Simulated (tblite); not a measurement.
C6H10OSi: geometry relaxation (part 4 of 4)

The same run, continued: C6H10OSi; GFN2-xTB geometry optimisation, gas phase (tblite 0.8.0). It belongs to a series of runs on one base structure; here: constitutional isomer.

Geometry of the input (Å):
```
C  -4.3483  -0.0751  -0.5687
C  -3.1580  0.4858  -0.3903
C  -1.9355  -0.2995  -0.2293
C  -0.7396  0.2689  -0.0534
C  0.4682  -0.5193  0.1104
C  1.6707  0.0293  0.2879
O  2.7986  -0.7451  0.4224
Si 4.2990  -0.0514  0.6632
H  -4.4930  -1.1503  -0.6191
H  -5.2433  0.5502  -0.6697
H  -3.0745  1.5636  -0.3379
H  -2.0467  -1.3820  -0.2775
H  -0.6461  1.3454  0.0117
H  0.3905  -1.6020  0.0558
H  1.8249  1.1103  0.3464
H  4.2780  0.7612  1.9122
H  4.6200  0.8353  -0.4829
H  5.3266  -1.1191  0.7738
```

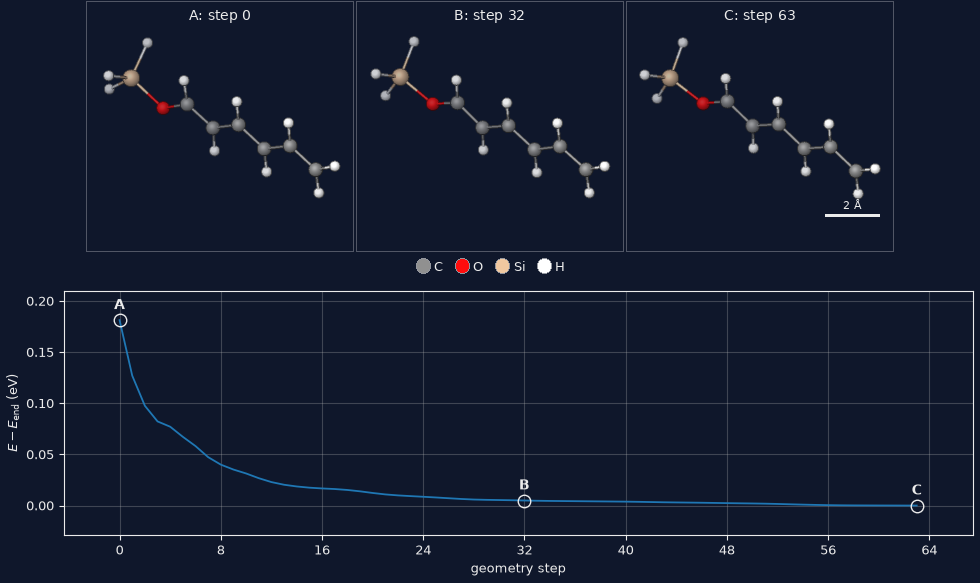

**Figure 1.** Frames of the relaxation (ball-and-stick view, seen at a tilt) above the curves, on which the letters mark them (steps are counted from 0).

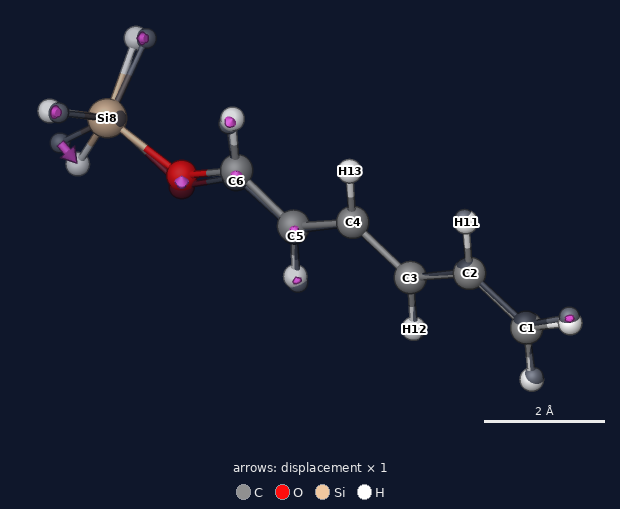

**Figure 2.** Start (faint) and end (solid) with the displacements as pink arrows, at true length (ball-and-stick view, seen at a tilt). The two geometries are laid on each other by the best rigid fit. After 63 geometry steps the energy has fallen by 0.181 eV. Largest force component: 0.99 eV/Å at the start, 0.008 eV/Å at the end. H18 moves most after the best rigid fit: 0.46 Å. Largest moves by element: H 0.46 Å, O 0.23 Å, C 0.15 Å, Si 0.06 Å. Among the contacts that change: O7–Si8 1.670 → 1.628 Å, Si8–H18 1.486 → 1.452 Å, C6–O7 1.375 → 1.342 Å, Si8–H16 1.490 → 1.465 Å. Among the angles that change: C6–O7–Si8 121.1° → 132.9°, O7–Si8–H18 109.5° → 99.1°, H16–Si8–H18 109.8° → 114.0°. (Atoms are counted from 1 in the order of the input.)
